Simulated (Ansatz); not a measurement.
## Electronic structure of C₁₂H₂₂ (SMILES C1CCC(C2CCCCC2)CC1) in real space

```yaml
atoms:
  - { symbol: C, position_ang: [-0.2240, 0.8841, 3.3808] }
  - { symbol: C, position_ang: [-0.8650, -0.3732, 2.7825] }
  - { symbol: C, position_ang: [-0.1190, -0.8118, 1.5326] }
  - { symbol: C, position_ang: [-0.2796, 0.2133, 0.4019] }
  - { symbol: C, position_ang: [0.8235, 0.0861, -0.6630] }
  - { symbol: C, position_ang: [0.5206, 0.8966, -1.9280] }
  - { symbol: C, position_ang: [-0.6027, 0.2949, -2.7645] }
  - { symbol: C, position_ang: [-0.3167, -1.1559, -3.1244] }
  - { symbol: C, position_ang: [-0.0141, -1.9812, -1.8817] }
  - { symbol: C, position_ang: [1.1189, -1.3582, -1.0773] }
  - { symbol: C, position_ang: [-0.3387, 1.6396, 0.9886] }
  - { symbol: C, position_ang: [0.4319, 1.7420, 2.2958] }
  - { symbol: H, position_ang: [0.5240, 0.6026, 4.1284] }
  - { symbol: H, position_ang: [-0.9822, 1.4688, 3.9107] }
  - { symbol: H, position_ang: [-0.8889, -1.1771, 3.5228] }
  - { symbol: H, position_ang: [-1.9093, -0.1732, 2.5172] }
  - { symbol: H, position_ang: [-0.4680, -1.7933, 1.2015] }
  - { symbol: H, position_ang: [0.9440, -0.9337, 1.7766] }
  - { symbol: H, position_ang: [-1.2448, 0.0127, -0.0765] }
  - { symbol: H, position_ang: [1.7394, 0.4931, -0.2116] }
  - { symbol: H, position_ang: [1.4312, 0.9326, -2.5384] }
  - { symbol: H, position_ang: [0.2828, 1.9345, -1.6799] }
  - { symbol: H, position_ang: [-1.5485, 0.3512, -2.2134] }
  - { symbol: H, position_ang: [-0.7452, 0.8896, -3.6720] }
  - { symbol: H, position_ang: [0.5508, -1.1943, -3.7957] }
  - { symbol: H, position_ang: [-1.1576, -1.5857, -3.6772] }
  - { symbol: H, position_ang: [0.2466, -3.0064, -2.1615] }
  - { symbol: H, position_ang: [-0.9162, -2.0522, -1.2620] }
  - { symbol: H, position_ang: [1.3510, -1.9725, -0.2044] }
  - { symbol: H, position_ang: [2.0246, -1.3562, -1.6965] }
  - { symbol: H, position_ang: [-1.3800, 1.9267, 1.1702] }
  - { symbol: H, position_ang: [0.0478, 2.3625, 0.2666] }
  - { symbol: H, position_ang: [0.5002, 2.7829, 2.6228] }
  - { symbol: H, position_ang: [1.4629, 1.4111, 2.1288] }
```

Geometry: PBE0-D4/def2-TZVP.

Computed with RKS PBE0-D4/def2-TZVPP (Ansatz).

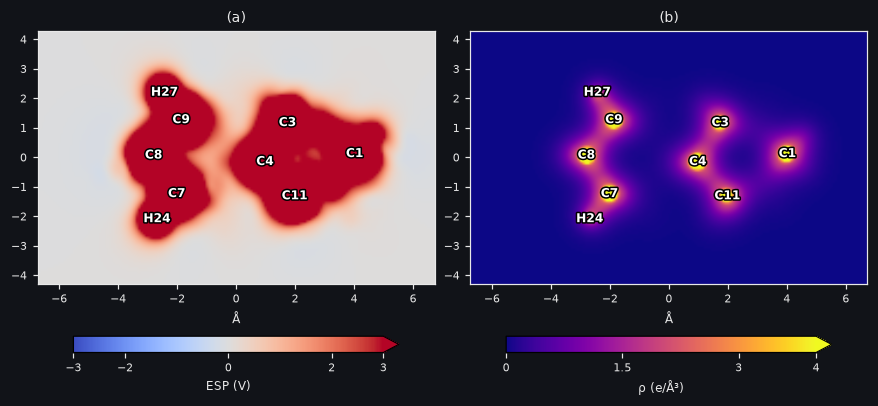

Figure 1. (a) molecular electrostatic potential; (b) total electron density on the plane of atoms C7, C8 and C9.

Interpret the plot.

Answer.
- The plane passes through C and H nuclei.
- C–C (1.53 Å): ρ at the midpoint is about 1.6 e/Å³.
- C–H (1.09 Å): the density is about 2 e/Å³ at the midpoint.
- The potential has no marked negative region in this plane.

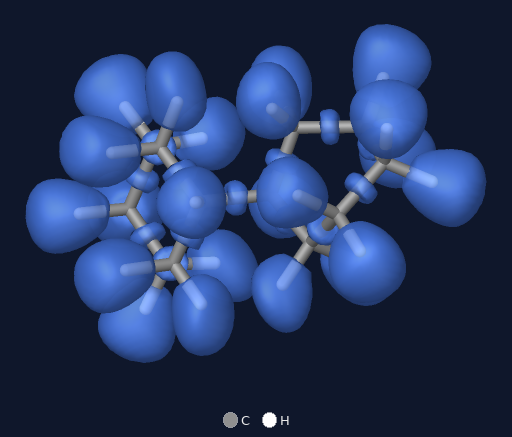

Figure 2. Isosurface of the electron localisation function at 0.85 (blue), seen at a tilt. Core shells and regions of very low density are left out.

Where are the electrons localised?

Answer. At this value the surface marks out 13 regions between bonded C–C atoms (shared pairs) and 22 regions around hydrogen nuclei.


C–C (1.52 Å): the ELF peaks at about 0.95 between the atoms, as expected for localised, covalent bonding. C–H (1.09 Å): the ELF climbs to about 1 towards the hydrogen, as it does in any bond to H: a covalent bond by its length.

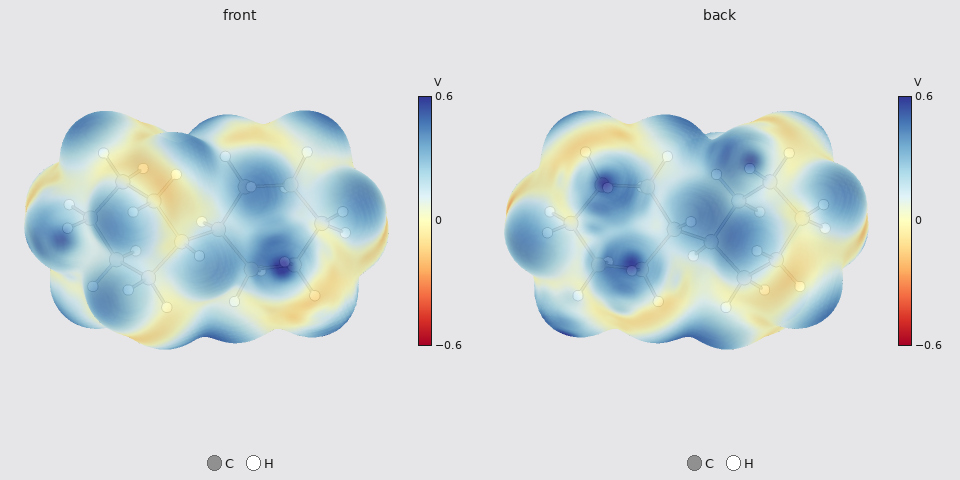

Figure 3. The electrostatic potential painted on the density surface at 0.002 e/bohr³, seen from the front and from behind; red is negative and blue positive.

Where is the surface potential most negative and most positive?

Answer. The most negative region (about −0.2 V) lies over the C and H atoms, the most positive (about +0.5 V) over the H atoms.

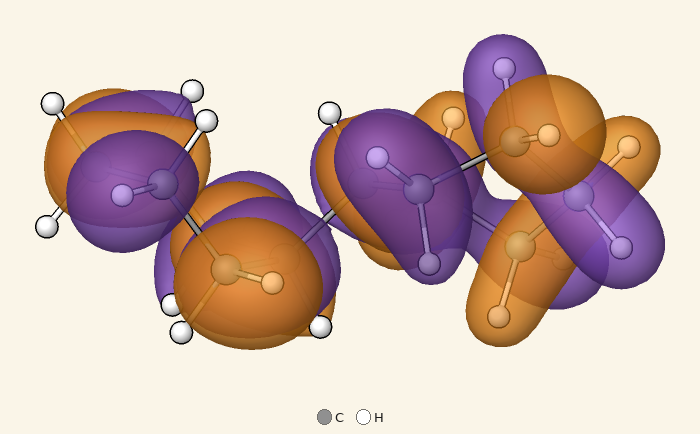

Figure 4. The HOMO at ±0.06 Å⁻³ᐟ² (orange and purple are the two phases), seen from one side.

What is the character of this orbital?

Answer. By Hirshfeld shares it lies mainly on C5 (about 10 %), C6 (about 10 %), C10 (about 10 %), C4 (about 10 %), C3 (about 10 %) and C11 (about 5 %). Its energy is −7.86 eV.
